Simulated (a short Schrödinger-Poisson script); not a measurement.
Structure: symmetric double-gate stack, Al2O3 on p-type Si(100), at 77 K.

| layer | material | thickness (nm) | Na (cm⁻³) |
|---|---|---|---|
| 1 | Al2O3 | 6.8 | - |
| 2 | Si | 14 | 2e17 |
| 3 | Al2O3 | 6.8 | - |

The device is made up for the run: typed textbook-type constants, with dimensions and the other settings drawn at random. Al2O3: permittivity 9, conduction-band edge (eV) 2.7, gap (eV) 6.8, electron mass (mₑ) 0.3. Si: permittivity 11.7, conduction-band edge (eV) 0, gap (eV) 1.124, Nv at 300 K (cm⁻³) 3.1e19.

Channel valleys (confinement mass, in-plane density-of-states mass, number): Δ2 0.916, 0.19, 2; Δ4 0.19, 0.417, 4. At the gates, both at one voltage, the conduction-band edge of layer 1 lies 3.04 eV − eVg above the Fermi level of the channel. Gaps are held at their typed values at every temperature. Mesh 0.03 nm at interfaces.

From a short Schrödinger-Poisson script (our own, NumPy): 1D Poisson equation in equilibrium, electrons quantum, Hartree (BenDaniel-Duke, 12 states a valley, the channel's in-plane mass for all, wave functions ending at the dielectric), parabolic valleys, classical holes, full ionisation, no traps, pinning or gate leakage.

Only gate voltages with over 1e8 electrons/cm² are shown.

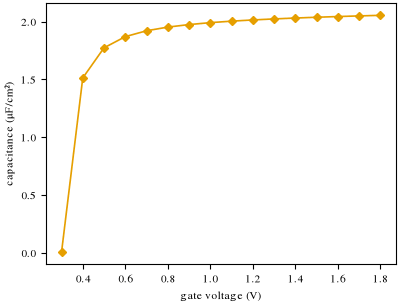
*Quasi-static capacitance against gate voltage*

| Vg (V) | electrons (cm⁻²) | C (μF/cm²) | Δ2 E0 (meV) | Δ2 E1 (meV) | Δ4 E0 (meV) | Δ4 E1 (meV) |
|---|---|---|---|---|---|---|
| 0.3 | 1.12e8 | < 0.003 | 67.7 | 72.9 | 75.8 | 105.0 |
| 0.4 | 4.73e11 | 1.51 | 12.2 | 15.2 | 21.1 | 47.8 |
| 0.5 | 1.51e12 | 1.77 | 3.1 | 4.1 | 15.1 | 38.7 |
| 0.6 | 2.65e12 | 1.87 | -2.7 | -2.3 | 12.9 | 34.6 |
| 0.7 | 3.84e12 | 1.92 | -7.4 | -7.2 | 11.7 | 32.1 |
| 0.8 | 5.05e12 | 1.95 | -11.5 | -11.4 | 10.7 | 30.1 |
| 0.9 | 6.27e12 | 1.97 | -15.4 | -15.3 | 10.0 | 28.5 |
| 1 | 7.51e12 | 1.99 | -19.1 | -19.1 | 9.2 | 27.0 |
| 1.1 | 8.76e12 | 2.00 | -22.7 | -22.7 | 8.5 | 25.6 |
| 1.2 | 1.00e13 | 2.01 | -26.3 | -26.3 | 7.9 | 24.3 |
| 1.3 | 1.13e13 | 2.02 | -29.8 | -29.8 | 7.3 | 23.0 |
| 1.4 | 1.25e13 | 2.03 | -33.3 | -33.3 | 6.6 | 21.8 |
| 1.5 | 1.38e13 | 2.04 | -36.7 | -36.7 | 6.0 | 20.6 |
| 1.6 | 1.51e13 | 2.04 | -40.1 | -40.1 | 5.5 | 19.5 |
| 1.7 | 1.64e13 | 2.05 | -43.5 | -43.5 | 4.9 | 18.3 |
| 1.8 | 1.76e13 | 2.05 | -46.9 | -46.9 | 4.4 | 17.3 |

Subbands count from the Fermi level. The capacitance is that of both gates.
